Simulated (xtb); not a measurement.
# Frequency calculation, with input and output: C2H10O2SSi2 (part 2 of 2)

The same run, continued: C2H10O2SSi2, SMILES CO[SiH2]S[SiH2]OC; GFN1-xTB (xtb 6.7.1). The geometry was optimised with GFN1-xTB.

Geometry of the input (Å):
```
C  -1.7218  0.7586  2.8426
O  -1.6695  1.0859  1.4781
Si -1.5831  1.4197  -0.0946
S  0.3309  1.6999  -0.8780
Si 1.9337  0.3638  -0.8361
O  1.6696  -1.0898  -1.4760
C  1.4064  -2.3639  -2.0044
H  -2.1888  1.5721  3.4091
H  -2.3079  -0.1557  2.9910
H  -0.7100  0.5945  3.2304
H  -2.3049  0.3634  -0.7733
H  -2.1983  2.7156  -0.2911
H  2.4193  0.1326  0.5086
H  2.9190  1.0242  -1.6664
H  0.3401  -2.4629  -2.2371
H  1.6818  -3.1391  -1.2801
H  1.9835  -2.5190  -2.9229
```

### Output, continued
```
 ---------------------------------------------------------------------------
     1   6 c    3.909 --     9 h    0.985     8 h    0.985    10 h    0.985
                             2 o    0.923
     2   8 o    2.385 --     3 si   1.398     1 c    0.923
     3  14 si   4.702 --     2 o    1.398     4 s    1.229    11 h    0.936
                            12 h    0.935     5 si   0.143
     4  16 s    2.555 --     3 si   1.229     5 si   1.228
     5  14 si   4.701 --     6 o    1.398     4 s    1.228    13 h    0.936
                            14 h    0.935     3 si   0.143
     6   8 o    2.385 --     5 si   1.398     7 c    0.923
     7   6 c    3.909 --    16 h    0.985    17 h    0.985    15 h    0.985
                             6 o    0.923
     8   1 h    1.009 --     1 c    0.985
     9   1 h    1.009 --     1 c    0.985
    10   1 h    1.009 --     1 c    0.985
Molecule has the following symmetry elements: (C2)
It seems to be the C2 point group
    11   1 h    0.991 --     3 si   0.936
    12   1 h    0.991 --     3 si   0.935
    13   1 h    0.991 --     5 si   0.936
    14   1 h    0.991 --     5 si   0.935
    15   1 h    1.009 --     7 c    0.985
    16   1 h    1.009 --     7 c    0.985
    17   1 h    1.009 --     7 c    0.985
 ---------------------------------------------------------------------------

Topologies differ in total number of bonds
Writing topology from bond orders to xtbtopo.mol

 dipole moment from electron density (au)
     X       Y       Z
  -0.2211  -1.1332   0.5893  total (Debye):    3.295

           -------------------------------------------------
          |               Frequency Printout                |
           -------------------------------------------------
 projected vibrational frequencies (cm⁻¹)
eigval :       -0.00    -0.00    -0.00     0.00     0.00     0.00
eigval :       13.15    24.61    47.65    57.88    59.20   108.80
eigval :      115.20   160.25   162.57   235.24   236.46   478.30
eigval :      531.09   556.14   621.49   686.20   687.25   696.68
eigval :      711.75   804.05   828.37   872.54   880.42  1185.91
eigval :     1185.92  1186.13  1186.14  1281.93  1290.66  1448.02
eigval :     1448.19  1476.62  1476.63  1477.48  1477.49  2206.98
eigval :     2207.71  2225.68  2225.83  2990.24  2990.74  3020.67
eigval :     3020.74  3022.79  3022.88
 reduced masses (amu)
   1: 21.66   2: 16.71   3: 22.49   4: 18.46   5: 23.60   6: 13.36   7: 12.60   8: 18.81
   9: 13.42  10:  2.23  11:  5.72  12: 17.96  13: 17.95  14: 12.42  15: 12.54  16: 19.45
  17: 19.27  18: 24.67  19:  6.61  20:  8.14  21: 25.32  22:  2.01  23:  1.86  24: 17.71
  25: 22.41  26:  2.83  27:  4.39  28:  2.18  29:  2.09  30:  3.73  31:  3.73  32:  3.73
  33:  3.73  34: 15.11  35: 15.22  36:  2.68  37:  2.66  38:  1.47  39:  1.47  40:  1.47
  41:  1.47  42:  2.17  43:  2.15  44:  1.50  45:  1.49  46:  1.22  47:  1.22  48:  1.99
  49:  1.99  50:  1.99  51:  1.99
 IR intensities (km·mol⁻¹)
   1:  0.00   2:  0.21   3:  0.26   4:  0.18   5:  1.05   6:  0.72   7:  1.06   8:  0.52
   9:  0.36  10:  0.01  11:  0.17  12:  2.24  13:  0.81  14:  9.06  15:  9.93  16:  0.96
  17: 50.37  18:  5.22  19:160.08  20:191.01  21:185.20  22: 12.98  23: 23.72  24: 26.66
  25:274.53  26:687.99  27:294.33  28:475.02  29:  5.19  30:  0.06  31:  0.03  32:  0.03
  33:  0.02  34:427.32  35:263.47  36:  4.56  37:  3.28  38:  5.76  39:  5.65  40:  7.86
  41:  3.24  42:272.63  43:350.43  44: 35.94  45:222.02  46: 58.71  47: 40.84  48: 22.29
  49: 27.68  50: 36.82  51: 13.53
 Raman intensities (Ä⁴*amu⁻¹)
   1:  0.00   2:  0.00   3:  0.00   4:  0.00   5:  0.00   6:  0.00   7:  0.00   8:  0.00
   9:  0.00  10:  0.00  11:  0.00  12:  0.00  13:  0.00  14:  0.00  15:  0.00  16:  0.00
  17:  0.00  18:  0.00  19:  0.00  20:  0.00  21:  0.00  22:  0.00  23:  0.00  24:  0.00
  25:  0.00  26:  0.00  27:  0.00  28:  0.00  29:  0.00  30:  0.00  31:  0.00  32:  0.00
  33:  0.00  34:  0.00  35:  0.00  36:  0.00  37:  0.00  38:  0.00  39:  0.00  40:  0.00
  41:  0.00  42:  0.00  43:  0.00  44:  0.00  45:  0.00  46:  0.00  47:  0.00  48:  0.00
  49:  0.00  50:  0.00  51:  0.00
 output can be read by thermo (or use thermo option).
 writing <g98.out> molden fake output.
 recommended (thermochemical) frequency scaling factor: 1.0
           -------------------------------------------------
          |             Thermodynamic Functions             |
           -------------------------------------------------

c2  symmetry found (for desy threshold:  0.10E+00) used in thermo

          ...................................................
          :                      SETUP                      :
          :.................................................:
          :  # frequencies                          45      :
          :  # imaginary freq.                       0      :
          :  linear?                             false      :
          :  only rotor calc.                    false      :
          :  symmetry                               c2      :
          :  rotational number                       2      :
          :  scaling factor                  1.0000000      :
          :  rotor cutoff                   50.0000000 cm⁻¹ :
          :  imag. cutoff                  -20.0000000 cm⁻¹ :
          :.................................................:

    mode    ω/cm⁻¹     T·S(HO)/kcal·mol⁻¹    T·S(FR)/kcal·mol⁻¹   T·S(vib)
   ------------------------------------------------------------------------
       1     13.15    -2.22648 (  0.48%)    -1.45169 ( 99.52%)    -1.45538
       2     24.61    -1.85514 (  5.55%)    -1.26618 ( 94.45%)    -1.29885
       3     47.65    -1.46469 ( 45.20%)    -1.07064 ( 54.80%)    -1.24876
       4     57.88    -1.35010 ( 64.23%)    -1.01306 ( 35.77%)    -1.22953
       5     59.20    -1.33683 ( 66.27%)    -1.00639 ( 33.73%)    -1.22538
       6    108.80    -0.98095 ( 95.73%)    -0.82614 (  4.27%)    -0.97434
       7    115.20    -0.94793 ( 96.57%)    -0.80923 (  3.43%)    -0.94318
       8    160.25    -0.75933 ( 99.06%)    -0.71146 (  0.94%)    -0.75888
       9    162.57    -0.75125 ( 99.11%)    -0.70721 (  0.89%)    -0.75086
      10    235.24    -0.54819 ( 99.80%)    -0.59777 (  0.20%)    -0.54829
      11    236.46    -0.54543 ( 99.80%)    -0.59623 (  0.20%)    -0.54553
   ------------------------------------------------------------------------

   temp. (K)  partition function   enthalpy   heat capacity  entropy
                                   cal/mol     cal/K/mol   cal/K/mol   J/K/mol
 298.15  VIB  0.851E+06             6019.762     29.843     41.330
         ROT  0.474E+06              888.752      2.981     28.954
         INT  0.404E+12             6908.515     32.824     70.284
         TR   0.186E+28             1481.254      4.968     40.993
         TOT                        8389.7685    37.7919   111.2765   465.5807

       T/K    H(0)-H(T)+PV         H(T)/Eh          T*S/Eh         G(T)/Eh
   ------------------------------------------------------------------------
    298.15    0.133699E-01    0.133271E+00    0.528710E-01    0.804004E-01
   ------------------------------------------------------------------------

         :::::::::::::::::::::::::::::::::::::::::::::::::::::
         ::                  THERMODYNAMIC                  ::
         :::::::::::::::::::::::::::::::::::::::::::::::::::::
         :: total free energy         -26.629679530501 Eh   ::
         ::.................................................::
         :: total energy              -26.710079936492 Eh   ::
         :: zero point energy           0.119901495155 Eh   ::
         :: G(RRHO) w/o ZPVE           -0.039501089163 Eh   ::
         :: G(RRHO) contrib.            0.080400405991 Eh   ::
         :::::::::::::::::::::::::::::::::::::::::::::::::::::

           -------------------------------------------------
          | TOTAL ENERGY              -26.710079936492 Eh   |
          | TOTAL ENTHALPY            -26.576808494188 Eh   |
          | TOTAL FREE ENERGY         -26.629679530501 Eh   |
          | GRADIENT NORM               0.000167804174 Eh/α |
          | HOMO-LUMO GAP               6.543609297091 eV   |
           -------------------------------------------------

------------------------------------------------------------------------
------------------------------------------------------------------------
 total:
 *  cpu-time:     0 d,  0 h,  0 min,  5.472 sec
 * ratio c/w:     0.994 speedup
 SCF:
 *  cpu-time:     0 d,  0 h,  0 min,  0.056 sec
 * ratio c/w:     0.999 speedup
 analytical hessian:
 *  cpu-time:     0 d,  0 h,  0 min,  5.387 sec
 * ratio c/w:     0.994 speedup
```

### File vibspectrum
```
$vibrational spectrum
#  mode     symmetry     wave number   IR intensity    selection rules
#                         cm**(-1)      (km*mol⁻¹)        IR
     1                      -0.00         0.00000          -
     2                      -0.00         0.00000          -
     3                      -0.00         0.00000          -
     4                       0.00         0.00000          -
     5                       0.00         0.00000          -
     6                       0.00         0.00000          -
     7        a             13.15         1.05670         YES
     8        a             24.61         0.52323         YES
     9        a             47.65         0.35565         YES
    10        a             57.88         0.01150         YES
    11        a             59.20         0.17264         YES
    12        a            108.80         2.23855         YES
    13        a            115.20         0.80926         YES
    14        a            160.25         9.05799         YES
    15        a            162.57         9.93177         YES
    16        a            235.24         0.95673         YES
    17        a            236.46        50.37005         YES
    18        a            478.30         5.21537         YES
    19        a            531.09       160.07926         YES
    20        a            556.14       191.00587         YES
    21        a            621.49       185.19784         YES
    22        a            686.20        12.97501         YES
    23        a            687.25        23.72497         YES
    24        a            696.68        26.65731         YES
    25        a            711.75       274.52592         YES
    26        a            804.05       687.99345         YES
    27        a            828.37       294.33429         YES
    28        a            872.54       475.02269         YES
    29        a            880.42         5.19159         YES
    30        a           1185.91         0.05788         YES
    31        a           1185.92         0.03085         YES
    32        a           1186.13         0.03293         YES
    33        a           1186.14         0.02498         YES
    34        a           1281.93       427.31688         YES
    35        a           1290.66       263.46785         YES
    36        a           1448.02         4.55641         YES
    37        a           1448.19         3.28441         YES
    38        a           1476.62         5.75929         YES
    39        a           1476.63         5.64535         YES
    40        a           1477.48         7.86061         YES
    41        a           1477.49         3.23888         YES
    42        a           2206.98       272.63061         YES
    43        a           2207.71       350.43076         YES
    44        a           2225.68        35.94060         YES
    45        a           2225.83       222.02350         YES
    46        a           2990.24        58.71184         YES
    47        a           2990.74        40.84332         YES
    48        a           3020.67        22.28767         YES
    49        a           3020.74        27.68200         YES
    50        a           3022.79        36.81575         YES
    51        a           3022.88        13.52571         YES
$end
```

### Standard error
```
normal termination of xtb
```

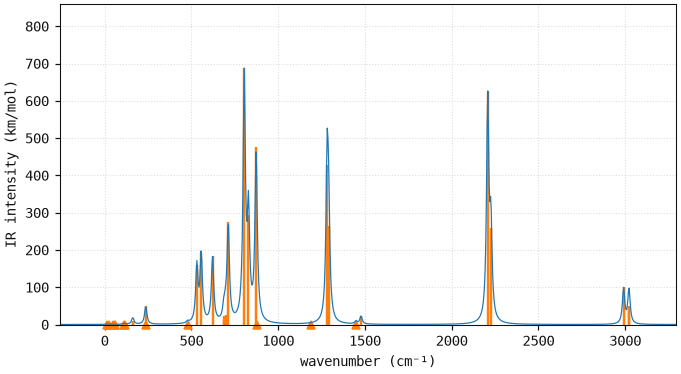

*Harmonic infrared spectrum, unscaled: sticks (degenerate modes added up, dark ones marked on the axis) with a Lorentzian envelope of 16 cm⁻¹ full width, scaled to the tallest stick.*

45 modes from 13 to 3023 cm⁻¹, none imaginary. The strongest line is at 804 cm⁻¹ (688 km/mol).

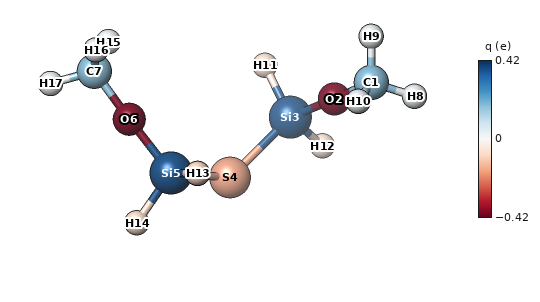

*Mulliken charges, as the colour of each atom (ball-and-stick view, seen at a tilt; atoms are numbered from 1 in the order of the input).*

By element: C +0.18, O −0.40, Si +0.38, S −0.18 and H −0.08 to +0.03 e.

### Results in brief

| quantity | value |
| --- | --- |
| outcome | converged |
| electrons treated | 44 |
| total energy | −26.710080 hartree |
| dispersion energy | −0.006718 hartree |
| basis functions | 66 |
| HOMO | −10.89 eV |
| LUMO | −4.35 eV |
| zero-point energy | 0.119901 hartree |
| dipole moment | 3.29 D |
| wavenumbers, lowest and highest | 13 and 3023 cm⁻¹ |
| wall time | 5.6 s |
| peak memory | 0.072 GiB |

### Remarks

Settings chosen away from the usual ones: method = gfn1-xtb; task = frequencies; x = {"hess_step": 0.005}; geo = {"prev": "A"}.
